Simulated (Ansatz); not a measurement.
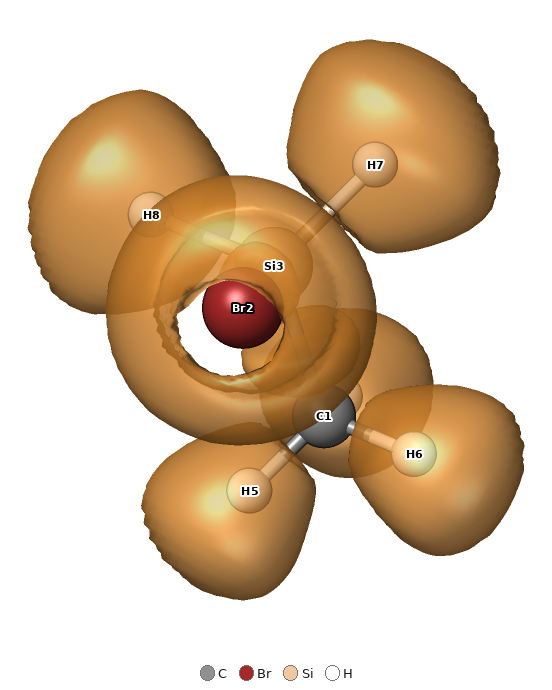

The picture shows: CH5BrSi (SMILES C[SiH2]Br). Isosurface of the ELF at 0.8 (orange), seen at an oblique angle. Core shells and regions of very low density are left out.

Geometry: PBE0-D3(BJ)/def2-SVP.

The calculation used isolated molecule in a Gaussian basis; Kohn-Sham density functional theory, functional PBE0 (Ansatz 0.2.0).

```xyz
8

C    -2.8087   -0.2537    0.8812
Br   -2.1700   -1.0018   -2.3276
Si   -1.6530   -1.2762   -0.1693
H    -2.5622   -0.3801    1.9477
H    -3.8523   -0.5649    0.7247
H    -2.7221    0.8131    0.6268
H    -0.2340   -0.8529    0.0037
H    -1.7766   -2.7306    0.1343
```

What do the ELF domains correspond to?

Answer. At this value the surface marks out one region between bonded Br–Si atoms (shared pairs), one region between bonded C–Si atoms (shared pairs), five regions around hydrogen nuclei and one ring or bowl of non-bonding electrons around Br. Along the contacts the grid gives the following. C–Si (1.87 Å): the ELF peaks at about 0.95 between the atoms (a shared electron pair). Si–Br (2.24 Å): the ELF peaks at about 0.85 between the atoms (a shared but strongly polarised pair).
